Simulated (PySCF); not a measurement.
C₇H₁₀S₂, SMILES CSCCc1cccs1 at its GFN2-xTB optimised geometry (Å):

```
19

C     -0.2475    -3.3726    -2.2030
S     -0.7084    -1.6850    -2.6888
C     -2.0340    -1.3566    -1.4834
C     -1.5182    -1.1310    -0.0610
C     -0.5918     0.0334     0.0000
C      0.7670     0.0334     0.0000
C      1.3236     1.3333     0.0000
C      0.3784     2.3037    -0.0054
S     -1.2135     1.6532    -0.0101
H      0.2118    -3.3677    -1.2187
H     -1.1294    -4.0070    -2.2135
H      0.4688    -3.7207    -2.9395
H     -2.5295    -0.4584    -1.8508
H     -2.7322    -2.1935    -1.5191
H     -0.9974    -2.0244     0.2910
H     -2.3808    -0.9602     0.5888
H      1.3595    -0.8645     0.0005
H      2.3808     1.5292     0.0014
H      0.5079     3.3677    -0.0079
```

Level of theory: PBE/def2-SVP (PySCF). Cells within 0.4 Å of a nucleus heavier than hydrogen are left out (blank, or x).

Map of the log10 of the electron density (e/bohr³), floored at −4 on the plane z = 0.0 Å:

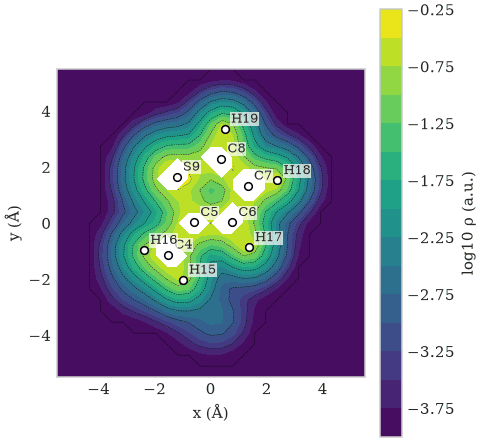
Fig. 1. Log10 of the electron density (e/bohr³), floored at −4 on the plane z = 0.0 Å.
